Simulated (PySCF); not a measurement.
# CH7B2OP (SMILES BCOBP): levels of theory compared

Wanted: a comparison of 3 runs (HF/def2-SVP, B3LYP/6-31G*, SVWN5/def2-TZVP) of CH7B2OP. The job is set up through a Python script.

The calculation is run with PySCF 2.14.0.

## (1) Starting point

CH7B2OP has 12 atoms, charge 0, and is taken as a singlet. SMILES: `BCOBP`. The coordinates come from a GFN2-xTB relaxation. This is one conformer, not always the lowest.

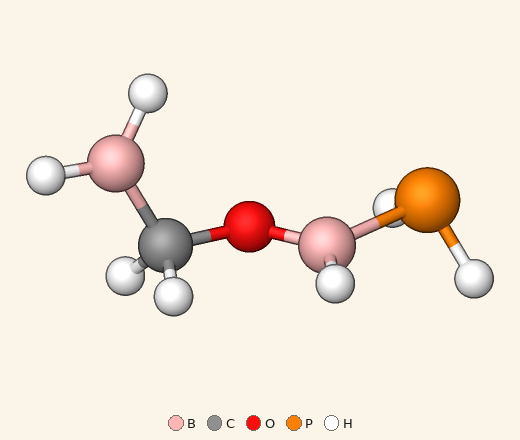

The structure, seen from a chosen angle (boron pink, carbon grey, oxygen red, phosphorus orange, hydrogen white).

## (2) Energy and forces at HF/def2-SVP (run 1)

input.py reads:

```python
# BCOBP
from pyscf import gto

mol = gto.M(
    atom='''
B       -0.488400       1.725680       1.484010
C       -0.787020       1.024090       0.110700
O        0.224720       0.139340      -0.354940
B        0.161880      -1.178080      -0.329930
P        1.764170      -2.082110      -0.847760
H        0.488630       1.491300       2.073610
H       -1.279300       2.481590       1.887890
H       -1.743910       0.483120       0.176230
H       -0.925370       1.777660      -0.677070
H       -0.785840      -1.777420       0.048790
H        2.178040      -1.160370      -1.788840
H        1.192400      -2.924810      -1.782690
''',
    basis='def2-svp',
    verbose=4,
    max_memory=1860,
)

myscf = mol.RHF()
myscf.conv_tol = 1e-10
myscf.kernel()
if not myscf.converged:
    myscf = myscf.newton().run(myscf.mo_coeff, myscf.mo_occ)

energy = myscf.e_tot
print('Final energy', energy)
grad = myscf.nuc_grad_method().kernel()
dip = myscf.dip_moment()
pop, q = myscf.mulliken_pop()
```

Launch:

```
$ OMP_NUM_THREADS=1 python input.py
```

The log of the run:

```text
PySCF version 2.14.0

[... 68 lines left out ...]
converged SCF energy = -506.685993536383
Final energy -506.68599353638257
[... 11 lines left out ...]
Dipole moment(X, Y, Z, Debye): -2.34734,  1.62214,  0.07352
[... 83 lines left out ...]
pop of  6 H 2py           0.00589
pop of  6 H 2pz           0.00265
pop of  7 H 1s            0.75118
pop of  7 H 2s            0.18405
pop of  7 H 2px           0.01432
pop of  7 H 2py           0.00653
pop of  7 H 2pz           0.00562
pop of  8 H 1s            0.75204
pop of  8 H 2s            0.16756
pop of  8 H 2px           0.00329
pop of  8 H 2py           0.01009
pop of  8 H 2pz           0.01242
pop of  9 H 1s            0.76837
pop of  9 H 2s            0.34390
pop of  9 H 2px           0.00898
pop of  9 H 2py           0.00439
pop of  9 H 2pz           0.00177
pop of  10 H 1s           0.74885
pop of  10 H 2s           0.27379
pop of  10 H 2px          0.00451
pop of  10 H 2py          0.00766
pop of  10 H 2pz          0.00817
pop of  11 H 1s           0.74857
pop of  11 H 2s           0.28300
pop of  11 H 2px          0.00508
pop of  11 H 2py          0.00732
pop of  11 H 2pz          0.00814
 ** Mulliken atomic charges  **
charge of    0B =      0.26535
charge of    1C =      0.14287
charge of    2O =     -0.41111
charge of    3B =      0.29320
charge of    4P =     -0.01499
charge of    5H =     -0.06570
charge of    6H =     -0.08005
charge of    7H =      0.03831
charge of    8H =      0.05460
charge of    9H =     -0.12740
charge of   10H =     -0.04298
charge of   11H =     -0.05210
```

Run time: 13 s. Hardware: 1 thread of Intel Xeon at 2.70GHz, shared host; peak memory 0.25 GiB.

## (3) Energy and forces at B3LYP/6-31G(d) (spherical functions) (run 2)

start.xyz reads:

```xyz
12
CH7B2OP
B     -0.488400     1.725680     1.484010
C     -0.787020     1.024090     0.110700
O      0.224720     0.139340    -0.354940
B      0.161880    -1.178080    -0.329930
P      1.764170    -2.082110    -0.847760
H      0.488630     1.491300     2.073610
H     -1.279300     2.481590     1.887890
H     -1.743910     0.483120     0.176230
H     -0.925370     1.777660    -0.677070
H     -0.785840    -1.777420     0.048790
H      2.178040    -1.160370    -1.788840
H      1.192400    -2.924810    -1.782690
```

input.py reads:

```python
# BCOBP
import pyscf.grad
from pyscf import gto, dft

system = gto.M(
    atom='start.xyz',
    charge=0,
    max_memory=1860,
    basis='6-31g*',
    verbose=3,
)

myscf = dft.RKS(system, xc='b3lyp')
myscf.conv_tol = 1e-10
myscf.grids.level = 5
myscf.kernel()
if not myscf.converged:
    myscf = myscf.newton().run(myscf.mo_coeff, myscf.mo_occ)

e_final = myscf.e_tot
print('E = %.10f Eh' % e_final)
grad = myscf.Gradients().kernel()
dip = myscf.dip_moment()
pop, q = myscf.mulliken_pop()
```

Launch:

```
$ OMP_NUM_THREADS=1 python input.py
```

The log of the run:

```text
converged SCF energy = -508.592546171133
[... 9 lines left out ...]
Dipole moment(X, Y, Z, Debye): -2.14520,  1.73518, -0.23789
[... 62 lines left out ...]
pop of  4 P 2py           1.98878
pop of  4 P 2pz           1.98942
pop of  4 P 3px           0.86835
pop of  4 P 3py           0.78119
pop of  4 P 3pz           0.83694
pop of  4 P 4px           0.35326
pop of  4 P 4py           0.21557
pop of  4 P 4pz           0.33862
pop of  4 P 3dxy          0.01937
pop of  4 P 3dyz          0.04007
pop of  4 P 3dz^2         0.00686
pop of  4 P 3dxz          0.01633
pop of  4 P 3dx2-y2       0.00931
pop of  5 H 1s            0.53014
pop of  5 H 2s            0.45926
pop of  6 H 1s            0.53049
pop of  6 H 2s            0.47673
pop of  7 H 1s            0.52217
pop of  7 H 2s            0.32122
pop of  8 H 1s            0.52395
pop of  8 H 2s            0.30775
pop of  9 H 1s            0.52864
pop of  9 H 2s            0.51221
pop of  10 H 1s           0.51919
pop of  10 H 2s           0.44140
pop of  11 H 1s           0.51728
pop of  11 H 2s           0.45349
 ** Mulliken atomic charges  **
charge of    0B =      0.11457
charge of    1C =     -0.14703
charge of    2O =     -0.34641
charge of    3B =      0.18964
charge of    4P =     -0.16686
charge of    5H =      0.01060
charge of    6H =     -0.00722
charge of    7H =      0.15660
charge of    8H =      0.16831
charge of    9H =     -0.04085
charge of   10H =      0.03942
charge of   11H =      0.02924
```

Wall time 42 s (1 thread of Intel Xeon at 2.70GHz, shared host); peak memory 0.9 GiB.

## (4) Energy and gradient at SVWN5/def2-TZVP (run 3)

input.py reads:

```python
from pyscf import gto, dft

system = gto.M(
    atom='''
B     -0.488400     1.725680     1.484010
C     -0.787020     1.024090     0.110700
O      0.224720     0.139340    -0.354940
B      0.161880    -1.178080    -0.329930
P      1.764170    -2.082110    -0.847760
H      0.488630     1.491300     2.073610
H     -1.279300     2.481590     1.887890
H     -1.743910     0.483120     0.176230
H     -0.925370     1.777660    -0.677070
H     -0.785840    -1.777420     0.048790
H      2.178040    -1.160370    -1.788840
H      1.192400    -2.924810    -1.782690
''',
    charge=0,
    verbose=4,
    max_memory=1860,
    basis='def2-tzvp',
    spin=0,
)

myscf = dft.RKS(system, xc='svwn')
myscf.grids.level = 5
myscf.conv_tol = 1e-10
myscf.kernel()
if not myscf.converged:
    myscf = myscf.newton().run(myscf.mo_coeff, myscf.mo_occ)

e_final = myscf.e_tot
print('E = %.10f Eh' % e_final)
grad = myscf.nuc_grad_method().kernel()
myscf.analyze()
```

Launch:

```
$ OMP_NUM_THREADS=1 python input.py
```

The log of the run:

```text
PySCF version 2.14.0

[... 115 lines left out ...]
MO #5   energy= -6.4447360618272   occ= 2
[... 17 lines left out ...]
MO #23  energy= -0.221077850013059 occ= 2
[... 17 lines left out ...]
MO #41  energy= 0.17223011225642   occ= 0
[... 17 lines left out ...]
MO #59  energy= 0.423956380549373  occ= 0
[... 17 lines left out ...]
MO #77  energy= 0.732895292079652  occ= 0
[... 17 lines left out ...]
MO #95  energy= 1.19844474391304   occ= 0
[... 17 lines left out ...]
MO #113 energy= 1.64135006095284   occ= 0
[... 17 lines left out ...]
MO #131 energy= 1.97277378445327   occ= 0
[... 17 lines left out ...]
MO #149 energy= 2.45844091739535   occ= 0
[... 17 lines left out ...]
MO #167 energy= 3.09652917824818   occ= 0
[... 17 lines left out ...]
MO #185 energy= 5.19511122663996   occ= 0
[... 17 lines left out ...]
MO #203 energy= 43.7410478942063   occ= 0
[... 179 lines left out ...]
pop of  7 H 2py           0.00030
pop of  7 H 2pz           0.00016
pop of  8 H 1s            0.82684
pop of  8 H 2s            0.00449
pop of  8 H 3s            0.00239
pop of  8 H 2px           0.00015
pop of  8 H 2py           0.00028
pop of  8 H 2pz           0.00042
pop of  9 H 1s            0.98507
pop of  9 H 2s            0.00306
pop of  9 H 3s            0.00128
pop of  9 H 2px           0.00051
pop of  9 H 2py           0.00035
pop of  9 H 2pz           0.00009
pop of  10 H 1s           0.94611
pop of  10 H 2s           0.00584
pop of  10 H 3s           0.00119
pop of  10 H 2px          0.00058
pop of  10 H 2py          0.00164
pop of  10 H 2pz          0.00189
pop of  11 H 1s           0.94601
pop of  11 H 2s           0.00487
pop of  11 H 3s           0.00109
pop of  11 H 2px          0.00097
pop of  11 H 2py          0.00132
pop of  11 H 2pz          0.00192
 ** Mulliken atomic charges  **
charge of    0B =     -0.03068
charge of    1C =     -0.13613
charge of    2O =     -0.28357
charge of    3B =      0.00268
charge of    4P =     -0.05926
charge of    5H =      0.05100
charge of    6H =      0.04422
charge of    7H =      0.15009
charge of    8H =      0.16543
charge of    9H =      0.00964
charge of   10H =      0.04276
charge of   11H =      0.04381
Dipole moment(X, Y, Z, Debye): -1.91145,  1.53769, -0.25039
```

Wall time 4.2 min (1 thread of Intel Xeon at 2.70GHz, shared host); peak memory 0.78 GiB.

## (5) Overview of the runs

```tsv
run	level	integration grid	energy (Eh)	dipole moment (D)	HOMO energy (eV)	LUMO energy (eV)	wall time
1	HF/def2-SVP	–	-506.685994	2.85	-9.51	1.96	13 s
2	B3LYP/6-31G* (spherical functions)	5	-508.592546	2.77	-6.58	-1.72	42 s
3	SVWN5/def2-TZVP	5	-505.888991	2.47	-6.02	-3.17	4.2 min
```

## (6) Summary of results

| quantity | value |
| --- | --- |
| run 3: total energy | -505.88899 Eh |
| run 3: dipole moment | 2.47 D |
| run 3: HOMO energy | -6.02 eV |
| run 3: LUMO energy | -3.17 eV |
| run 3: HOMO–LUMO gap | 2.84 eV |
| run 3: largest force on an atom | 1.797 eV/Å |

In words: The dipole moment (its size) runs from 2.47 D (SVWN5/def2-TZVP) to 2.85 D (HF/def2-SVP). The two ends differ in method and basis. The HOMO–LUMO gap runs from 2.84 eV (SVWN5/def2-TZVP) to 11.46 eV (HF/def2-SVP). Totals of different functionals can't be ranked against each other. All runs together took 5.1 min, the longest 4.2 min.
